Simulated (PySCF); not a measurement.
**Geometry relaxation, with input and output: SiHF3 (charge +1) (part 1 of 2)**

SiHF3, charge +1, multiplicity 2, computed with HF/6-31G*, UHF (PySCF 2.14.0).

The atoms were displaced at random from an optimised geometry. The geometry is that of the parent species in another charge or spin state. Figures and captions count atoms from 1; the log counts them from 0 in places.

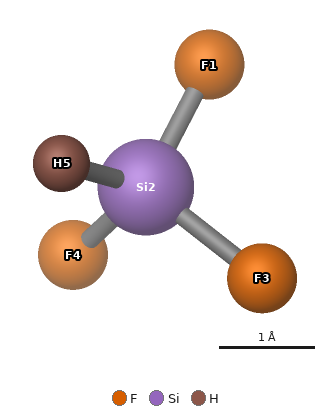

Figure 1. The starting structure (ball-and-stick view, seen at a tilt; atoms are numbered from 1 in the order of the input). Bond lengths as drawn: F–Si 1.56 to 1.61 Å and H–Si 1.46 Å.

Input file (calc.py):
```python
import numpy
from pyscf import gto, symm
from pyscf.hessian import thermo
from pyscf.geomopt.geometric_solver import kernel as optimise

system = gto.M(
    atom='''
F       -0.470338      -0.070512       1.487412
Si       0.047419      -0.024551       0.020428
F       -0.637887       1.282147      -0.628569
F       -0.508642      -1.274257      -0.749616
H        1.499313       0.040851      -0.078449
''',
    basis='6-31g*',
    verbose=3,
    spin=1,
    max_memory=1860,
    charge=1,
)

calc0 = system.UHF()
calc0.conv_tol = 1e-10
calc0 = calc0.newton()
converged, mol_eq = optimise(calc0, maxsteps=80)
print('converged:', converged)
print(mol_eq.tostring())

calc0.reset(mol_eq)
system = mol_eq
calc0.kernel()
etot = calc0.e_tot
print('Final energy', etot)
hess = calc0.Hessian().kernel()
modes = thermo.harmonic_analysis(system, hess)
print('frequencies (1/cm)', numpy.round(modes['freq_wavenumber'], 1))
symm.geom.TOLERANCE = 1e-3  # for the symmetry number
th = thermo.thermo(calc0, modes['freq_au'], 298.15, 101325)
thermo.dump_thermo(system, th)
```

Command:
```bash
OMP_NUM_THREADS=1 python calc.py
```

The program's output:
```
#|     Arguments passed to driver run_optimizer():      |#
customengine              <pyscf.geomopt.geometric_solver.PySCFEngine object>
maxiter                   80
----------------------------------------------------------
Custom engine selected.
Bonds will be generated from interatomic distances less than 1.20 times sum of covalent radii
15 internal coordinates being used (instead of 15 Cartesians)
Internal coordinate system (atoms numbered from 1):
Distance 1-2
Distance 2-3
Distance 2-4
Distance 2-5
Angle 1-2-3
Angle 1-2-4
Angle 1-2-5
Angle 3-2-4
Angle 3-2-5
Angle 4-2-5
Translation-X 1-5
Translation-Y 1-5
Translation-Z 1-5
Rotation-A 1-5
Rotation-B 1-5
Rotation-C 1-5
<class 'geometric.internal.Distance'> : 4
<class 'geometric.internal.Angle'> : 6
<class 'geometric.internal.TranslationX'> : 1
<class 'geometric.internal.TranslationY'> : 1
<class 'geometric.internal.TranslationZ'> : 1
<class 'geometric.internal.RotationA'> : 1
<class 'geometric.internal.RotationB'> : 1
<class 'geometric.internal.RotationC'> : 1
> ===== Optimization Info: ====
> Job type: Energy minimization
> Maximum number of optimization cycles: 80
> Initial / maximum trust radius (Angstrom): 0.100 / 0.300
> Convergence Criteria:
> Will converge when all 5 criteria are reached:
>  |Delta-E| < 1.00e-06
>  RMS-Grad  < 3.00e-04
>  Max-Grad  < 4.50e-04
>  RMS-Disp  < 1.20e-03
>  Max-Disp  < 1.80e-03
> === End Optimization Info ===

Geometry optimization cycle 1
Cartesian coordinates (Angstrom)
 Atom        New coordinates             dX        dY        dZ
   F  -0.470338  -0.070512   1.487412    0.000000  0.000000  0.000000
  Si   0.047419  -0.024551   0.020428    0.000000  0.000000  0.000000
   F  -0.637887   1.282147  -0.628569    0.000000  0.000000  0.000000
   F  -0.508642  -1.274257  -0.749616    0.000000  0.000000  0.000000
   H   1.499313   0.040851  -0.078449    0.000000  0.000000  0.000000

WARN: Mole.unit (angstrom) is changed to Bohr

WARN: HOMO -0.475814412974544 >= LUMO -0.475814412974544

converged SCF energy = -587.481092611453  <S^2> = 0.76180393  2S+1 = 2.0117693
--------------- SecondOrderUHF_Scanner gradients ---------------
         x                y                z
0 F    -0.0355358601     0.0014063818     0.0090083181
1 Si     0.2133671580    -0.0160267667     0.0078439503
2 F    -0.0516750791     0.0364234927    -0.0146113861
3 F    -0.0386125118    -0.0169245034    -0.0088149859
4 H    -0.0875437071    -0.0048786044     0.0065741037
----------------------------------------------
cycle 1: E = -587.481092611  dE = -587.481  norm(grad) = 0.246954
Step    0 : Gradient = 1.104e-01/2.141e-01 (rms/max) Energy = -587.4810926115
Hessian Eigenvalues: 5.00000e-02 5.00000e-02 5.00000e-02 ... 4.89792e-01 5.75553e-01 6.06781e-01

Geometry optimization cycle 2
Cartesian coordinates (Angstrom)
 Atom        New coordinates             dX        dY        dZ
   F  -0.416398  -0.079704   1.538981    0.053940 -0.009192  0.051569
  Si  -0.124303  -0.022884   0.026957   -0.171722  0.001667  0.006529
   F  -0.567956   1.307951  -0.655088    0.069931  0.025804 -0.026519
   F  -0.452881  -1.303222  -0.772507    0.055761 -0.028965 -0.022891
   H   1.491403   0.051537  -0.087136   -0.007910  0.010686 -0.008687
converged SCF energy = -587.535075007292  <S^2> = 0.75337325  2S+1 = 2.0033704
--------------- SecondOrderUHF_Scanner gradients ---------------
         x                y                z
0 F    -0.0167853165     0.0005125735     0.0122340092
1 Si     0.0921156428    -0.0093061508     0.0043537286
2 F    -0.0220009818     0.0233572778    -0.0108212516
3 F    -0.0171008514    -0.0128148641    -0.0079825607
4 H    -0.0362284932    -0.0017488364     0.0022160745
----------------------------------------------
cycle 2: E = -587.535075007  dE = -0.0539824  norm(grad) = 0.109591
Step    1 : Displace = 9.610e-02/1.719e-01 (rms/max) Trust = 1.000e-01 (=) Grad = 4.901e-02/9.269e-02 (rms/max) E (change) = -587.5350750073 (-5.398e-02) Quality = 1.152
Hessian Eigenvalues: 5.00000e-02 5.00000e-02 5.00000e-02 ... 4.65520e-01 5.68577e-01 6.04195e-01

Geometry optimization cycle 3
Cartesian coordinates (Angstrom)
 Atom        New coordinates             dX        dY        dZ
   F  -0.310096  -0.080618   1.545701    0.106302 -0.000914  0.006720
  Si  -0.337903  -0.021993   0.028474   -0.213600  0.000891  0.001517
   F  -0.462273   1.310364  -0.663769    0.105683  0.002413 -0.008681
   F  -0.350997  -1.305203  -0.780326    0.101884 -0.001981 -0.007819
   H   1.391134   0.051128  -0.078874   -0.100269 -0.000408  0.008262
converged SCF energy = -587.54688369799  <S^2> = 0.75156674  2S+1 = 2.0015661
--------------- SecondOrderUHF_Scanner gradients ---------------
         x                y                z
0 F     0.0084342332     0.0010020463    -0.0046496302
1 Si    -0.0064418993     0.0093474919    -0.0074833287
2 F     0.0108980257    -0.0156392039     0.0083173441
3 F     0.0093631044     0.0061621212     0.0030796763
4 H    -0.0222534640    -0.0008724555     0.0007359385
----------------------------------------------
cycle 3: E = -587.546883698  dE = -0.0118087  norm(grad) = 0.0366443
Step    2 : Displace = 1.333e-01/2.136e-01 (rms/max) Trust = 1.414e-01 (+) Grad = 1.639e-02/2.228e-02 (rms/max) E (change) = -587.5468836980 (-1.181e-02) Quality = 0.645
Hessian Eigenvalues: 5.00000e-02 5.00000e-02 5.00000e-02 ... 4.92600e-01 5.69477e-01 6.04093e-01

Geometry optimization cycle 4
Cartesian coordinates (Angstrom)
 Atom        New coordinates             dX        dY        dZ
   F  -0.379465  -0.085951   1.538981   -0.069370 -0.005334 -0.006720
  Si  -0.250327  -0.018860   0.025258    0.087576  0.003133 -0.003215
   F  -0.538050   1.304674  -0.661045   -0.075777 -0.005690  0.002724
   F  -0.429226  -1.301565  -0.771434   -0.078228  0.003638  0.008892
   H   1.526934   0.055380  -0.080554    0.135799  0.004252 -0.001680
converged SCF energy = -587.551170803729  <S^2> = 0.751458  2S+1 = 2.0014575
--------------- SecondOrderUHF_Scanner gradients ---------------
         x                y                z
0 F    -0.0036676056     0.0001098003    -0.0028484026
1 Si     0.0214702853     0.0027701393    -0.0024595899
2 F    -0.0025197588    -0.0050594386     0.0029021114
3 F    -0.0031286741     0.0027059184     0.0019693681
4 H    -0.0121542468    -0.0005264194     0.0004365130
----------------------------------------------
cycle 4: E = -587.551170804  dE = -0.00428711  norm(grad) = 0.0265674
Step    3 : Displace = 9.276e-02/1.359e-01 (rms/max) Trust = 1.414e-01 (=) Grad = 1.188e-02/2.179e-02 (rms/max) E (change) = -587.5511708037 (-4.287e-03) Quality = 0.693
Hessian Eigenvalues: 5.00000e-02 5.00000e-02 5.00000e-02 ... 4.94238e-01 5.68219e-01 6.04271e-01

Geometry optimization cycle 5
Cartesian coordinates (Angstrom)
 Atom        New coordinates             dX        dY        dZ
   F  -0.371482  -0.087991   1.542498    0.007983 -0.002040  0.003517
  Si  -0.278184  -0.019898   0.025468   -0.027856 -0.001038  0.000210
   F  -0.538752   1.312056  -0.666678   -0.000702  0.007382 -0.005633
   F  -0.428572  -1.306273  -0.773868    0.000654 -0.004708 -0.002433
   H   1.546854   0.055785  -0.076215    0.019921  0.000404  0.004339
converged SCF energy = -587.55257502118  <S^2> = 0.75123151  2S+1 = 2.0012311
--------------- SecondOrderUHF_Scanner gradients ---------------
         x                y                z
0 F    -0.0017269476    -0.0001697404    -0.0010764036
1 Si     0.0132395438    -0.0007215800     0.0004238337
2 F    -0.0018225533     0.0008633550    -0.0003161976
3 F    -0.0014935438     0.0004307687     0.0006489400
4 H    -0.0081964990    -0.0004028034     0.0003198275
----------------------------------------------
cycle 5: E = -587.552575021  dE = -0.00140422  norm(grad) = 0.0159564
Step    4 : Displace = 1.666e-02/2.788e-02 (rms/max) Trust = 1.414e-01 (=) Grad = 7.136e-03/1.327e-02 (rms/max) E (change) = -587.5525750212 (-1.404e-03) Quality = 1.568
Hessian Eigenvalues: 5.00000e-02 5.00000e-02 5.00000e-02 ... 5.08213e-01 5.66755e-01 6.02320e-01

Geometry optimization cycle 6
Cartesian coordinates (Angstrom)
 Atom        New coordinates             dX        dY        dZ
   F  -0.364450  -0.087989   1.544044    0.007032  0.000002  0.001545
  Si  -0.321495  -0.021158   0.025229   -0.043311 -0.001260 -0.000239
   F  -0.542001   1.311859  -0.669940   -0.003249 -0.000197 -0.003262
   F  -0.434183  -1.307841  -0.777856   -0.005611 -0.001568 -0.003988
   H   1.591995   0.058808  -0.070271    0.045140  0.003023  0.005944
converged SCF energy = -587.553631381791  <S^2> = 0.7508712  2S+1 = 2.000871
--------------- SecondOrderUHF_Scanner gradients ---------------
         x                y                z
0 F     0.0006895965    -0.0001337384    -0.0003285212
1 Si     0.0013798367     0.0016020578    -0.0007520454
2 F     0.0008491763    -0.0014855232     0.0006675128
3 F     0.0006418766     0.0001929575     0.0001854184
4 H    -0.0035604861    -0.0001757536     0.0002276354
----------------------------------------------
cycle 6: E = -587.553631382  dE = -0.00105636  norm(grad) = 0.00471745
Step    5 : Displace = 2.857e-02/4.566e-02 (rms/max) Trust = 2.000e-01 (+) Grad = 2.110e-03/3.572e-03 (rms/max) E (change) = -587.5536313818 (-1.056e-03) Quality = 1.193
Hessian Eigenvalues: 3.63817e-02 5.00000e-02 5.00000e-02 ... 5.12691e-01 5.67024e-01 6.02358e-01

Geometry optimization cycle 7
Cartesian coordinates (Angstrom)
 Atom        New coordinates             dX        dY        dZ
   F  -0.369674  -0.088231   1.544157   -0.005224 -0.000241  0.000113
  Si  -0.332062  -0.022201   0.025278   -0.010567 -0.001043  0.000048
   F  -0.550685   1.312182  -0.670521   -0.008683  0.000323 -0.000580
   F  -0.443375  -1.308480  -0.778241   -0.009191 -0.000639 -0.000385
   H   1.625661   0.060408  -0.069467    0.033666  0.001600  0.000804
converged SCF energy = -587.553840570363  <S^2> = 0.75073795  2S+1 = 2.0007378
--------------- SecondOrderUHF_Scanner gradients ---------------
         x                y                z
0 F     0.0005166223    -0.0001188402     0.0000247980
1 Si     0.0004405633     0.0001925626    -0.0001014868
2 F     0.0003585378     0.0000588603    -0.0001280544
3 F     0.0003807933    -0.0000397839     0.0000183385
4 H    -0.0016965167    -0.0000927987     0.0001864048
----------------------------------------------
cycle 7: E = -587.55384057  dE = -0.000209189  norm(grad) = 0.0019339
Step    6 : Displace = 1.696e-02/3.372e-02 (rms/max) Trust = 2.828e-01 (+) Grad = 8.649e-04/1.709e-03 (rms/max) E (change) = -587.5538405704 (-2.092e-04) Quality = 1.436
Hessian Eigenvalues: 2.09535e-02 5.00000e-02 5.00000e-02 ... 5.21220e-01 5.67085e-01 6.02458e-01

Geometry optimization cycle 8
Cartesian coordinates (Angstrom)
 Atom        New coordinates             dX        dY        dZ
   F  -0.377187  -0.087927   1.544140   -0.007513  0.000303 -0.000017
  Si  -0.339576  -0.023007   0.025603   -0.007514 -0.000807  0.000326
   F  -0.558208   1.311061  -0.669554   -0.007524 -0.001120  0.000967
   F  -0.451842  -1.308559  -0.778153   -0.008468 -0.000078  0.000089
   H   1.656678   0.062110  -0.070831    0.031017  0.001702 -0.001364
converged SCF energy = -587.553916166232  <S^2> = 0.75063389  2S+1 = 2.0006338
--------------- SecondOrderUHF_Scanner gradients ---------------
         x                y                z
0 F     0.0001137518    -0.0000247979    -0.0000058122
1 Si     0.0003082507     0.0002005457    -0.0001946893
2 F     0.0000037017    -0.0001933362     0.0000600214
3 F    -0.0000258995     0.0000386542     0.0000180223
4 H    -0.0003998047    -0.0000210658     0.0001224577
----------------------------------------------
cycle 8: E = -587.553916166  dE = -7.55959e-05  norm(grad) = 0.000636787
Step    7 : Displace = 1.556e-02/3.110e-02 (rms/max) Trust = 3.000e-01 (+) Grad = 2.848e-04/4.187e-04 (rms/max) E (change) = -587.5539161662 (-7.560e-05) Quality = 1.202
Hessian Eigenvalues: 1.59039e-02 5.00000e-02 5.00000e-02 ... 5.22967e-01 5.67219e-01 6.02451e-01
```
